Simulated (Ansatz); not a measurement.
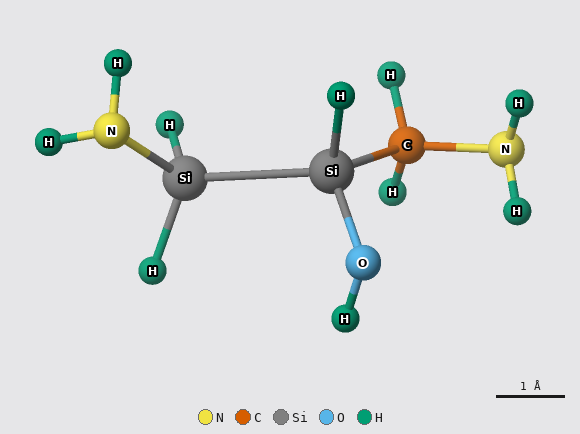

Starting structure of CH10N2OSi2. The picture is a ball-and-stick view, seen at a tilt.

The run prepares an end point of a later path (torsion) calculation, from a guessed geometry.

Theory: Ansatz 0.2.0, RKS PBE/def2-SVP.

The input:
```yaml
crystal:
  periodic: [false, false, false]
  atoms:
    - { symbol: "N", position_ang: [2.4958, -1.0721, -1.2726] }
    - { symbol: C, position_ang: [1.5817, 0.0475, -0.779] }
    - { symbol: Si, position_ang: [0.329, -0.5749, 0.4889] }
    - { symbol: O, position_ang: [-0.422, -1.8884, -0.0644] }
    - { symbol: Si, position_ang: [-1.1255, 1.1703, 0.9516] }
    - { symbol: "N", position_ang: [-1.52371, 1.22284, 2.60423] }
    - { symbol: H, position_ang: [1.8981, -1.786, -1.6468] }
    - { symbol: H, position_ang: [3.0226, -1.4185, -0.5242] }
    - { symbol: H, position_ang: [2.2182, 0.8534, -0.3059] }
    - { symbol: H, position_ang: [1.0497, 0.4883, -1.6024] }
    - { symbol: H, position_ang: [1.0828, -0.9882, 1.7509] }
    - { symbol: H, position_ang: [-1.1295, -1.7001, -0.7399] }
    - { symbol: H, position_ang: [-0.53546, 2.52575, 0.71622] }
    - { symbol: H, position_ang: [-2.40536, 1.096, 0.21686] }
    - { symbol: H, position_ang: [-2.24342, 1.8902, 2.76083] }
    - { symbol: H, position_ang: [-0.73362, 1.60892, 3.10172] }
basis:
  gaussian: { orbitals: def2-SVP }
hamiltonian:
  xc: pbe
relax:
  f_tol: 0.015
  max_steps: 40
```

Launched with:
```bash
ansatz run input.yaml --threads 2 --pin off --max-ram 3072MiB --backend cpu --events-out ev --progress --plain --runs-dir out
```

**Predict the outcome.**

H12 moves most after the best rigid fit: 1.85 Å. Largest moves by element: H 1.85 Å, N 1.09 Å, O 0.91 Å, Si 0.74 Å, C 0.38 Å. Near-neighbour distances that change, for instance: Si5–N6 1.701 → 1.789 Å, Si3–O4 1.611 → 1.697 Å, N1–C2 1.527 → 1.474 Å, Si3–Si5 2.318 → 2.371 Å. Among the angles between lasting bonds that change: O4–Si3–Si5 112.9° → 97.7°, Si3–Si5–N6 111.4° → 98.2°, C2–Si3–Si5 107.6° → 120.6°. Groups turn about Si3–Si5 by about 75°, Si3–O4 by about 50°. Over 25 geometry steps the energy falls by 19.9 kcal/mol. Largest force component: 2.9 eV/Å at the start, 0.013 eV/Å at the end.

Final geometry:

```xyz
16

N     2.1624   -1.3915   -1.4657
C     1.6318   -0.0551   -1.1419
Si    0.8241   -0.0336    0.5870
O    -0.2148   -1.3741    0.6561
Si   -0.7666    1.6309    1.1542
N    -2.0034    0.5645    1.8845
H     1.4194   -2.0894   -1.3155
H     2.9048   -1.6429   -0.7979
H     2.4444    0.6993   -1.2185
H     0.8807    0.2318   -1.9101
H     1.9326   -0.1748    1.6093
H    -1.0914   -1.0557    0.9909
H    -0.3305    2.7944    2.0180
H    -1.4332    2.2090   -0.0684
H    -2.9770    0.8830    1.8198
H    -1.8239    0.2793    2.8544
```

After the run, drawn alike:

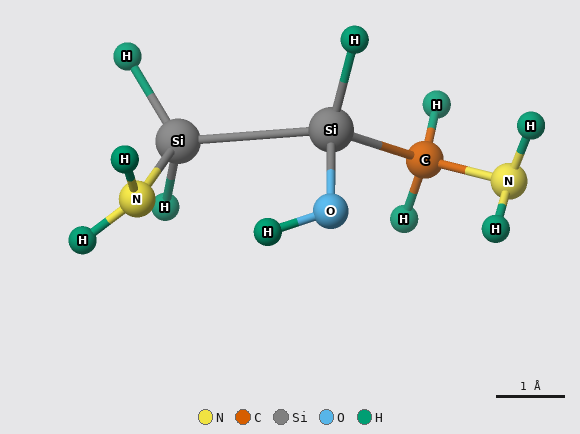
